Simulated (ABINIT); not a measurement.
# SrTiO3 (Tausonite): G0W0 with ABINIT, start to end, part 2 of 2

Aim: the G0W0 gap of SrTiO3 (Tausonite) on PBE, step by step.

ABINIT 10.8.3; PBE and many-body steps on it, plane waves. Known limits of the many-body steps: not at the basis limit; no spin-orbit coupling; coarse k mesh.

So far. Step 3 (Empty states on the mesh, 4×4×4 mesh, 124 bands): On this mesh the gap is 1.908 eV. Step 4 (Screening, 4×4×4 mesh, 116 bands, screening to 136.1 eV): Local fields lower ε∞ by 5 %. On a Γ-centred mesh this coarse the value itself is usually too large, while a short band sum pulls it down.

## 5. Self-energy, 4×4×4 mesh, 116 bands, screening to 136.1 eV

The self-energy is evaluated for the states that the input lists, and the levels follow from it, in one-shot runs by the linearised quasiparticle equation.

This step: G0W0 on PBE, plane waves, norm-conserving pseudopotentials.

run.abi reads:

```
acell 3*1.0 Angstrom
rprim 
  3.905280000000 0.000000000000 0.000000000000
  0.000000000000 3.905280000000 0.000000000000
  0.000000000000 0.000000000000 3.905280000000
ntypat 3
znucl 38 22 8
natom 5
typat 1 2 3 3 3
xred 
  0.500000000000 0.500000000000 0.500000000000
  0.000000000000 0.000000000000 0.000000000000
  0.500000000000 0.000000000000 0.000000000000
  0.000000000000 0.500000000000 0.000000000000
  0.000000000000 0.000000000000 0.500000000000
pp_dirpath "pseudos"
pseudos "Sr.upf, Ti.upf, O.upf"
ecut 38
ngkpt 4 4 4
nshiftk 1
shiftk 0 0 0
kptopt 1
chksymbreak 0
istwfk *1
occopt 1
irdwfk 1
optdriver 4
nband 116
gwcalctyp 0
ecutsigx 38
symsigma 1
nkptgw 2
kptgw 
  0.5000000000 0.5000000000 0.5000000000
  0.0000000000 0.0000000000 0.0000000000
bdgw 
  18 23
  18 23
ecuteps 5
irdscr 1
ppmodel 1
indata_prefix "in"
outdata_prefix "out"
tmpdata_prefix "tmp"
```

Started as:

```sh
$ OMP_NUM_THREADS=1 mpirun -n 4 abinit run.abi > log
```

Numbers of over 12 decimals in the logs are rounded to 6 here.

The log of the run:

```text
.Version 10.8.3 of ABINIT. v10.8.2 released Aug 2026.

 Symmetries : space group Pm -3 m (#221); Bravais cP (primitive cubic)
[... echo of the input left out ...]
== DATASET  1 ==================================================================
-   mpi_nproc: 4, omp_nthreads: 1 (-1 if OMP is not activated)

--- !DatasetInfo
iteration_state: {dtset: 1, }
dimensions: {natom: 5, nkpt: 10, mband: 116, nsppol: 1, nspinor: 1, nspden: 1, mpw: 4632, }
cutoff_energies: {ecut:  38.0, pawecutdg:  -1.0, }
electrons: {nelect:   4.00000000E+01, charge:   0.00000000E+00, occopt:   1.00000000E+00, tsmear:   1.00000000E-02, }

 SIGMA: Calculation of the GW corrections

 Based on a program developped by R.W. Godby, V. Olevano, G. Onida, and L. Reining.
 Incorporated in ABINIT by V. Olevano, G.-M. Rignanese, and M. Torrent.
.Using double precision arithmetic ; gwpc =  8

[... cell and pseudopotentials left out ...]
--------------------------------------------------------------------------------

 ==== K-mesh for the wavefunctions ====
 Number of points in the irreducible wedge :    10
[... list of points left out ...]
 Together with 48 symmetry operations and time-reversal symmetry
 yields    64 points in the full Brillouin Zone.

 ==== Q-mesh for screening function ====
 Number of points in the irreducible wedge :    10
[... list of points left out ...]
 Together with 48 symmetry operations and time-reversal symmetry
 yields    64 points in the full Brillouin Zone.

 vcoul_init : cutoff-mode = AUXILIARY_FUNCTION
 q-points for optical limit:   1
     1)      0.000010    0.000020    0.000030
 setmesh: FFT mesh size selected  =    45x   45x   45
          total number of points  =        91125

 Number of electrons calculated from density =   40.0000; Expected =   40.0000
 average of density, n =  0.099519
 r_s =    1.3387
 omega_plasma =   30.4305 [eV]

 === KS Band Gaps ===
  >>>> For spin  1
   Minimum direct gap =   2.2628 [eV], located at k-point      :   0.0000  0.0000  0.0000
   Fundamental gap    =   1.9077 [eV], Top of valence bands at :   0.5000  0.5000  0.5000
                                       Bottom of conduction at :   0.0000  0.0000  0.0000
 SIGMA fundamental parameters:
 PLASMON POLE MODEL  1
 number of plane-waves for SigmaX                 4457
 number of plane-waves for SigmaC and W            203
 number of plane-waves for wavefunctions          4457
 number of bands                                   116
 number of independent spin polarizations            1
 number of spinorial components                      1
 number of k-points in IBZ                          10
 number of q-points in IBZ                          10
 number of symmetry operations                      48
 number of k-points in BZ                           64
 number of q-points in BZ                           64
 number of frequencies for dSigma/dE                 9
 frequency step for dSigma/dE [eV]                0.25
 number of omega for Sigma on real axis              0
 max omega for Sigma on real axis  [eV]           0.00
 zcut for avoiding poles [eV]                     0.10

 EPSILON^-1 parameters (SCR file):
 dimension of the eps^-1 matrix on file            203
 dimension of the eps^-1 matrix used               203
 number of plane-waves for wavefunctions          4457
 number of bands                                   116
 number of q-points in IBZ                          10
 number of frequencies                               2
 number of real frequencies                          1
 number of imag frequencies                          1

 matrix elements of self-energy operator (all in [eV])

 Perturbative Calculation

--- !SelfEnergy_ee
iteration_state: {dtset: 1, }
kpoint     : [   0.500,    0.500,    0.500, ]
spin       : 1
KS_gap     :    4.517
QP_gap     :    6.459
Delta_QP_KS:    1.943
data: !SigmaeeData |
     Band     E0 <VxcDFT>   SigX SigC(E0)      Z dSigC/dE  Sig(E)    E-E0       E
       18   6.925 -20.195 -25.189   5.000   0.769  -0.300 -20.190   0.005   6.930
       19   6.925 -20.195 -25.189   5.000   0.769  -0.300 -20.190   0.005   6.930
       20   6.925 -20.195 -25.189   5.000   0.769  -0.300 -20.190   0.005   6.930
       21  11.442 -21.983 -12.959  -6.416   0.747  -0.339 -20.036   1.947  13.389
       22  11.442 -21.983 -12.959  -6.416   0.747  -0.339 -20.036   1.947  13.389
       23  11.442 -21.983 -12.959  -6.416   0.747  -0.339 -20.036   1.947  13.389

--- !SelfEnergy_ee
iteration_state: {dtset: 1, }
kpoint     : [   0.000,    0.000,    0.000, ]
spin       : 1
KS_gap     :    2.263
QP_gap     :    3.861
Delta_QP_KS:    1.598
data: !SigmaeeData |
     Band     E0 <VxcDFT>   SigX SigC(E0)      Z dSigC/dE  Sig(E)    E-E0       E
       18   6.570 -20.542 -25.366   4.815   0.774  -0.292 -20.549  -0.006   6.564
       19   6.570 -20.542 -25.366   4.815   0.774  -0.292 -20.549  -0.006   6.564
       20   6.570 -20.542 -25.366   4.815   0.774  -0.292 -20.549  -0.006   6.564
       21   8.833 -18.883 -11.450  -5.401   0.783  -0.276 -17.291   1.592  10.425
       22   8.833 -18.883 -11.450  -5.401   0.783  -0.276 -17.291   1.592  10.425
       23   8.833 -18.883 -11.450  -5.401   0.783  -0.276 -17.291   1.592  10.425

== END DATASET(S) ==============================================================
================================================================================

 -outvars: echo values of variables after computation  --------
           etotal      0.0000000000E+00
            nband         116
             nkpt          10
          spgroup         221
 [... the other variables as echoed above ...]

 Calculation completed.
```

The job ended after 12 s (4 MPI ranks of Arm Neoverse V1, shared host; peak memory 0.92 GiB; 48 s of CPU time).

This step gave:

- G0W0 gap on the points computed: 3.495 eV
- starting gap on the mesh: 1.908 eV
- k of the valence top: 0.5, 0.5, 0.5
- k of the conduction bottom: 0, 0, 0
- Z at the valence top: 0.769
- Z at the conduction bottom: 0.783
- least direct G0W0 gap on the computed points: 3.861 eV

The gap on the mesh goes from 1.91 eV to 3.50 eV, a correction of +1.59 eV.

Limits: finite bands, cutoff and mesh; no spin-orbit coupling; coarse k mesh. v1 is the top filled band, c1 the lowest empty one. Levels before and after the correction, in eV, zero at the valence-band top of each column:

```csv
,conduction bottom,valence top
Kohn-Sham,1.91,0.00
G0W0,3.50,0.00
```

```csv
,level,energy (eV)
Kohn-Sham,(0.5 0.5 0.5) v3-v1,0.000
Kohn-Sham,(0.5 0.5 0.5) c1-c3,4.517
Kohn-Sham,Γ v3-v1,-0.355
Kohn-Sham,Γ c1-c3,1.908
G0W0,(0.5 0.5 0.5) v3-v1,0.000
G0W0,(0.5 0.5 0.5) c1-c3,6.459
G0W0,Γ v3-v1,-0.366
G0W0,Γ c1-c3,3.495
```

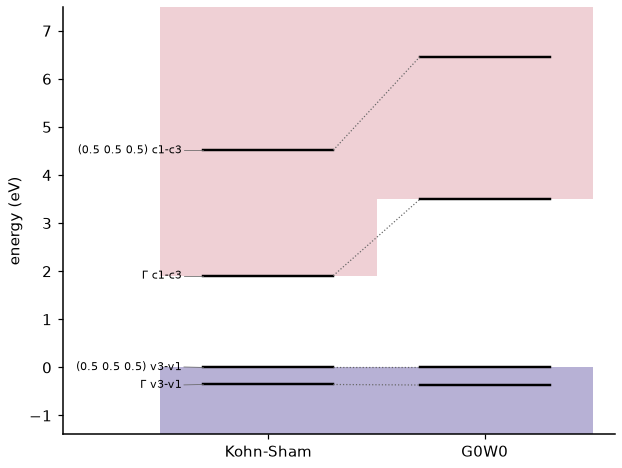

Levels before and after the correction. Shaded: valence and conduction bands.

## 6. Where the time went

Times are wall times on 4 MPI ranks of Arm Neoverse V1, shared host, good to a factor of about two.

```csv
step,time,share,memory (GiB)
ground state,41 s,12 %,0.34
empty states on the mesh,3.5 min,63 %,4.6
screening,68 s,21 %,1.1
self-energy,12 s,4 %,0.92
```

## 7. Results

```json
{"PBE gap": "1.91 eV, indirect", "G0W0 gap on the mesh": "3.50 eV", "GW settings": "4×4×4 mesh, 116 bands, screening to 136.1 eV, Godby-Needs plasmon pole", "known limits": "not at the basis limit; no spin-orbit coupling; coarse k mesh"}
```

In words: G0W0 moves the gap on the mesh from 1.91 eV to 3.50 eV (+1.59 eV), with Z of 0.77 and 0.78 at the edges. Local fields lower the RPA ε∞ on this mesh from 6.77 to 6.41; a Γ-centred mesh this coarse tends to raise both, most where the direct gap is narrow, while a short band sum lowers them. Only 2 of the mesh's irreducible points were corrected, so a valley elsewhere could overtake. The dearest step here is «empty states on the mesh». Against experiment, by G0W0@PBE: the direct gap of 3.86 eV lies +0.09 eV from the measured 3.77 eV (direct, 300 K, 2013). An exciton line or allowed optical edge lies below the quasiparticle gap by the binding energy; a forbidden edge can push the onset above it. The calculation has static nuclei and no excitons; a measured gap holds zero-point and thermal motion, which mostly lowers it. Bands and cutoff are finite, so the gap is not at the basis limit. The miss can reach some tenths of an eV and take either sign; the mesh is an error of its own. In the G0W0 run levels were corrected at 2 k points alone, so a gap called «on the mesh» is the least over those, and an edge elsewhere would be missed. The 4×4×4 mesh is coarse for this cell, which bears on the long-range parts of exchange and screening. This is the ideal cubic cell; many perovskites, halides above all, are cubic only on average, and local tilts or off-centring can widen the gap. The many-body steps are scalar-relativistic: spin-orbit coupling is not in them.

[Paths, hosts, dates, memory and timing lines, banners, echoed tables and standing remarks are left out of the program output.]

[Logs are printed without paths, hosts, clocks, repeated set-up lines and the standing remarks that a program may print on its own settings, such as how far it seeks lower states.]

[Runs of the session that timed out or met a known fault of the program may be left out.]

[Hosts, paths, dates, database ids (printed as entryN), source tags and the programs' standing remarks are cut or masked in the printed files.]

[G0W0 gaps are taken among the corrected bands and points alone; a level outside them can change the order at an edge.]

[Where Ansatz stands beside ABINIT at settings called matched, ABINIT's density can come from a denser mesh and the files from another edition; pairs whose starting gaps differed by over 0.03 eV were left out, so agreement reads better than it is.]
